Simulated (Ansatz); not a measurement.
## Electronic structure of CH5ClSi···HF in real space

```xyz
10

Si   -0.4582   -0.5206   -0.5677
C     0.4230    1.1149   -0.3363
H     0.4708   -1.6501   -0.8896
H    -1.2432   -0.8749    0.6800
Cl   -1.8709   -0.3916   -2.1005
H    -0.0336   -1.0275    1.9592
F     0.8965   -0.9755    2.0926
H     1.0833    1.0222    0.5493
H    -0.3025    1.9342   -0.1628
H     1.0348    1.3688   -1.2242
```

Theory: RKS PBE/def2-SVP in Ansatz 0.2.0.

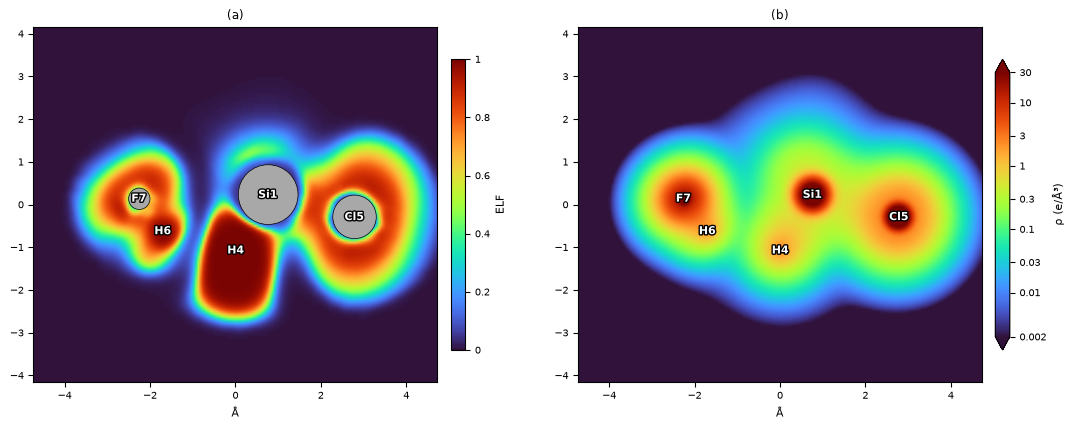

Figure 1. (a) ELF; (b) total electron density on the plane of atoms H4, Si1 and Cl5. Grey discs cover the atomic cores in the ELF map.

Read the bonding off the picture.

Atoms in the plane: Si, H, Cl and F. H4···H6 (1.77 Å): the density falls to about 0.13 e/Å³ on the way; the ELF dips to about 0.10 between them. Si–Cl (2.09 Å): the density is about 0.8 e/Å³ at the midpoint; the ELF peaks at about 0.85 between the atoms (a polar covalent bond). F–H (0.94 Å): ρ at the midpoint is about 4.4 e/Å³; the ELF climbs to about 1 towards the hydrogen, as it does in any bond to H (an ordinary covalent bond to hydrogen). Si–H (1.52 Å): the density is about 0.73 e/Å³ at the midpoint; the ELF climbs to about 1 towards the hydrogen. The ELF also peaks beside Cl5 and F7, away from the bonds: lone-pair regions.

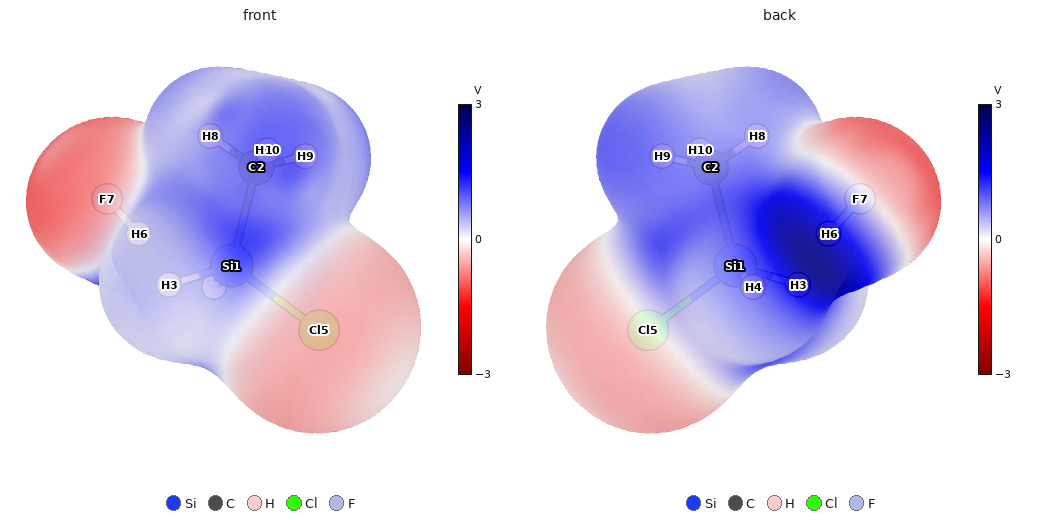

Figure 2. The electrostatic potential painted on the density surface at 0.002 e/bohr³, seen from the front and from behind; the colour scale runs from red (negative) to blue (positive).

Describe the electrostatic potential map.

The most negative region (about −0.9 V) lies over F7, the most positive (about +2.4 V) over H6.

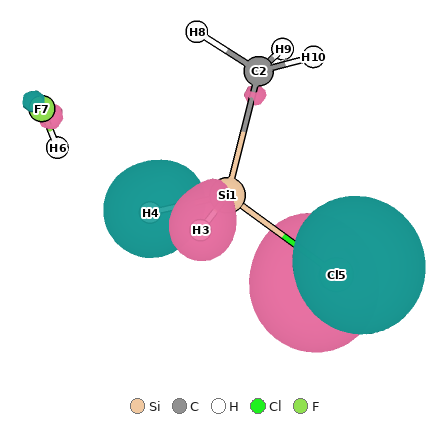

Figure 3. The HOMO−1 at ±0.15 Å⁻³ᐟ² (teal and pink are the two phases), seen at a tilt.

Describe this orbital and give its energy.

By Hirshfeld shares it lies mainly on Cl5 (about 70 %) and H4 (about 10 %); largely a lone pair of Cl5. Its energy is −7.39 eV.
